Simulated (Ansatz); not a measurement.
# CHFGaN (SMILES N#[C][GaH][F]): levels of theory compared

We compute a comparison of 6 runs (SVWN5/cc-pVDZ, r2SCAN0/cc-pVDZ, revPBE/cc-pVDZ, wB97X/cc-pVDZ, B3LYP/6-31G*, RPA@PBE/cc-pVDZ) of CHFGaN. 

The calculation is run with Ansatz 0.2.0.

126 further runs of the same task are left out: 126 set aside as unsound or not needed.

## Step 1: Starting point

The species is CHFGaN (5 atoms), meant as a singlet with charge 0. As SMILES, `N#[C][GaH][F]`. One bond was lengthened or shortened from a relaxed shape.

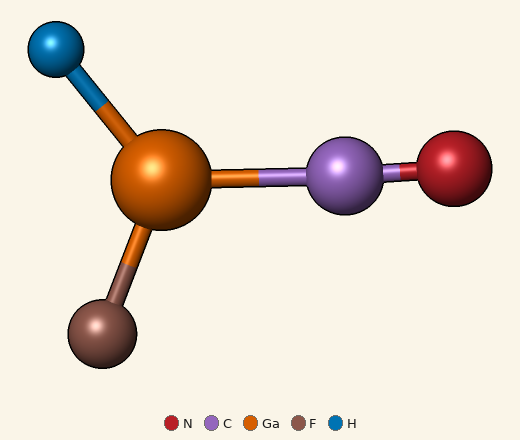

The structure, seen from a chosen angle (nitrogen red, carbon purple, gallium orange, fluorine brown, hydrogen blue).

## Step 2: A single-point energy at SVWN5/cc-pVDZ (run 1)

molecule.yaml reads:

```yaml
crystal:
  periodic: [false, false, false]
  atoms:
    - {symbol: N, position_ang: [1.148155, -1.876790, 1.293019]}
    - {symbol: C, position_ang: [0.575155, -1.084290, 0.683319]}
    - {symbol: Ga, position_ang: [-0.325545, 0.299410, -0.318481]}
    - {symbol: F, position_ang: [-1.790545, -0.273090, -1.065581]}
    - {symbol: H, position_ang: [0.179200, 1.982700, -0.525600]}
basis:
  gaussian:
    orbitals: cc-pVDZ
total_charge: 0
hamiltonian:
  xc: {name: SVWN5}
accuracy: high
output:
  orbitals: {seedname: orbitals}
```

On the command line:

```bash
$ ansatz run molecule.yaml --threads 1 --pin off --max-ram 3480MiB --events-out events.jsonl --progress --plain --runs-dir runs
```

Log:

```text
Warning: RAYON_NUM_THREADS=1 ignored (pool sized by the plan → 1); use --threads N
Functional definition: SVWN5
  name "SVWN5"
  exchange = slater_x
  correlation = vwn5_c
1564 factors; integrals over basis functions are off by at most 4.4e-9 eV
mean field evaluation 1: about -57509.9872 eV, gradient 5.3e1 eV
mean field evaluation 2: about -57460.9621 eV, gradient 1.5e2 eV
mean field evaluation 4: about -57515.0364 eV, gradient 2.5e1 eV
mean field evaluation 8: about -57516.2559 eV, gradient 4.9e-1 eV
mean field evaluation 16: about -57516.2511 eV, gradient 1.5e-5 eV
mean field -57516.25108296 eV, -2113.6832413836 hartree, gradient 5.3e-8 eV, S^2 0.000000; 0 other end points of the search recorded, 0 dependent functions left out
reference -57516.25108637 eV, -2113.6832415088 hartree; 27, 27 occupied and 47, 47 virtual orbitals, 1564 factors
Total energy: -57516.25108637 eV, -2113.6832415088 hartree
```

Run time: 2.9 s. Hardware: 1 thread of Arm Neoverse V2, shared host; peak memory 0.17 GiB.

## Step 3: The energy at r2SCAN0/cc-pVDZ (run 2)

run.yaml reads:

```yaml
crystal:
  periodic: [false, false, false]
  atoms:
    - symbol: "N"
      position_ang: [1.148155, -1.876790, 1.293019]
    - symbol: C
      position_ang: [0.575155, -1.084290, 0.683319]
    - symbol: Ga
      position_ang: [-0.325545, 0.299410, -0.318481]
    - symbol: F
      position_ang: [-1.790545, -0.273090, -1.065581]
    - symbol: H
      position_ang: [0.179200, 1.982700, -0.525600]
basis:
  gaussian:
    orbitals: cc-pVDZ
hamiltonian:
  xc: {name: r2SCAN0}
accuracy: high
output:
  orbitals: {seedname: orbitals}
```

On the command line:

```bash
$ ansatz run run.yaml --threads 1 --pin off --max-ram 3480MiB --events-out events.jsonl --progress --plain --runs-dir runs
```

Log:

```text
Warning: RAYON_NUM_THREADS=1 ignored (pool sized by the plan → 1); use --threads N
Functional definition: r2SCAN0
  name "r2SCAN0"
  parameter a = 0.25
  parameter k0 = 0.174
  parameter k1 = 0.065
  parameter a1 = 4.9479
  exchange = (1 - a)*r2scan_x(k0 = k0, k1 = k1, a1 = a1) + a*exact_x
  correlation = r2scan_c
1564 factors; integrals over basis functions are off by at most 4.4e-9 eV
mean field evaluation 1: about -57628.4606 eV, gradient 4.7e1 eV
mean field evaluation 2: about -57618.6286 eV, gradient 8.5e1 eV
mean field evaluation 4: about -57632.9425 eV, gradient 5.4e0 eV
mean field evaluation 8: about -57633.1179 eV, gradient 7.1e-1 eV
mean field evaluation 16: about -57633.1192 eV, gradient 2.9e-5 eV
mean field -57633.11916954 eV, -2117.9780643493 hartree, gradient 1.3e-8 eV, S^2 0.000000; 0 other end points of the search recorded, 0 dependent functions left out
reference -57633.11917022 eV, -2117.9780643743 hartree; 27, 27 occupied and 47, 47 virtual orbitals, 1564 factors
Total energy: -57633.11917022 eV, -2117.9780643743 hartree
```

Wall time 11 s (1 thread of Arm Neoverse V2, shared host); peak memory 0.27 GiB.

Run 3 isn't shown in full; the table further down has it.

## Step 4: The energy at wB97X/cc-pVDZ (run 4)

in.yaml reads:

```yaml
basis:
  gaussian:
    orbitals: cc-pVDZ
crystal:
  periodic: [false, false, false]
  atoms:
    - {symbol: N, position_ang: [1.148155, -1.876790, 1.293019]}
    - {symbol: C, position_ang: [0.575155, -1.084290, 0.683319]}
    - {symbol: Ga, position_ang: [-0.325545, 0.299410, -0.318481]}
    - {symbol: F, position_ang: [-1.790545, -0.273090, -1.065581]}
    - {symbol: H, position_ang: [0.179200, 1.982700, -0.525600]}
accuracy: high
output: {orbitals: {seedname: orbitals}}
hamiltonian:
  xc: {name: wB97X}
```

On the command line:

```bash
$ ansatz run in.yaml --threads 1 --pin off --max-ram 3480MiB --events-out events.jsonl --progress --plain --runs-dir runs
```

Log, shortened:

```text
Warning: RAYON_NUM_THREADS=1 ignored (pool sized by the plan → 1); use --threads N
Functional definition: wB97X
  name "wB97X"
[...]
      + exact_x_lr(omega)
[...]
      + integral(e_c_pw_opposite_spin*poly(b97_u_opposite, 1, cos1, cos2, cos3, cos4))
1564 factors; integrals over basis functions are off by at most 4.4e-9 eV
308 factors; integrals over basis functions are off by at most 1.4e-9 eV
[...]
mean field -57637.49001701 eV, -2118.1386900310 hartree, gradient 4.8e-8 eV, S^2 0.000000; 0 other end points of the search recorded, 0 dependent functions left out
reference -57637.49001392 eV, -2118.1386899176 hartree; 27, 27 occupied and 47, 47 virtual orbitals, 1564 factors
Total energy: -57637.49001392 eV, -2118.1386899176 hartree
```

Run time: 17 s. Hardware: 1 thread of Arm Neoverse V2, shared host; peak memory 0.4 GiB.

Run 5 isn't shown in full; the table further down has it.

## Step 5: The energy at RPA@PBE/cc-pVDZ (run 6)

job.yaml reads:

```yaml
basis:
  gaussian: {orbitals: cc-pVDZ}
crystal:
  periodic: [false, false, false]
  atoms:
    - symbol: N
      position_ang: [1.148155, -1.876790, 1.293019]
    - symbol: C
      position_ang: [0.575155, -1.084290, 0.683319]
    - symbol: Ga
      position_ang: [-0.325545, 0.299410, -0.318481]
    - symbol: F
      position_ang: [-1.790545, -0.273090, -1.065581]
    - symbol: H
      position_ang: [0.179200, 1.982700, -0.525600]
correlation: {method: rpa, frozen_orbitals: {C: 1, F: 1, Ga: 9, H: 0, "N": 1}}
accuracy: high
hamiltonian: {xc: pbe}
```

On the command line:

```bash
$ ansatz run job.yaml --threads 1 --pin off --max-ram 3480MiB --events-out events.jsonl --progress --plain --runs-dir runs
```

Log:

```text
Warning: RAYON_NUM_THREADS=1 ignored (pool sized by the plan → 1); use --threads N
Functional definition: PBE
  name "PBE"
  parameter kappa = 0.804
  parameter beta = 0.06672455060314922
  exchange = pbe_x(kappa = kappa, mu = beta*pi^2/3)
  correlation = pbe_c(beta = beta)
1564 factors; integrals over basis functions are off by at most 4.4e-9 eV
mean field evaluation 1: about -57617.3582 eV, gradient 5.5e1 eV
mean field evaluation 2: about -57617.3492 eV, gradient 5.5e1 eV
mean field evaluation 4: about -57622.4061 eV, gradient 2.4e1 eV
mean field evaluation 8: about -57623.9296 eV, gradient 4.8e-1 eV
mean field evaluation 16: about -57623.9299 eV, gradient 9.3e-5 eV
mean field -57623.92987926 eV, -2117.6403641601 hartree, gradient 5.6e-8 eV, S^2 0.000000; 0 other end points of the search recorded, 0 dependent functions left out
12 core orbitals not correlated: weight in the atoms' cores, before any rotation towards them, 1.000 or more for the frozen orbitals, at most 0.000 for the correlated occupied ones
reference -57566.71246178 eV, -2115.5376628513 hartree; 15, 15 occupied and 47, 47 virtual orbitals, 1564 factors
Total energy: -57589.52396332 eV, -2116.3759700707 hartree
```

Wall time 6.6 s (1 thread of Arm Neoverse V2, shared host); peak memory 0.22 GiB.

## Step 6: Overview of the runs

| run | level | frozen core orbitals | energy (Eh) | HOMO energy (eV) | LUMO energy (eV) | HOMO–LUMO gap (eV) | wall time |
| --- | --- | --- | --- | --- | --- | --- | --- |
| 1 | SVWN5/cc-pVDZ | – | -2113.683242 | -8.32 | -3.49 | 4.83 | 2.9 s |
| 2 | r2SCAN0/cc-pVDZ | – | -2117.978064 | -10.04 | -2.37 | 7.67 | 11 s |
| 3 | revPBE/cc-pVDZ | – | -2117.941628 | -8.15 | -3.13 | 5.02 | 4.5 s |
| 4 | wB97X/cc-pVDZ | – | -2118.138690 | -12.18 | -0.48 | 11.71 | 17 s |
| 5 | B3LYP/6-31G* (spherical functions) | – | -2117.925515 | -9.48 | -2.71 | 6.78 | 5.1 s |
| 6 | RPA@PBE/cc-pVDZ | 12 | -2116.375970 | – | – | – | 6.6 s |

## Step 7: Results

| quantity | value |
| --- | --- |
| run 6: total energy | -2116.37597 Eh |
| run 6: RPA correlation energy (valence) | -838.3 mEh |

**Reading.** Over runs 1, 2, 3, 4, 5 the HOMO–LUMO gap runs from 4.83 eV (SVWN5/cc-pVDZ) to 11.71 eV (wB97X/cc-pVDZ). Totals of different functionals can't be ranked against each other. All runs together took 47 s, the longest 17 s.
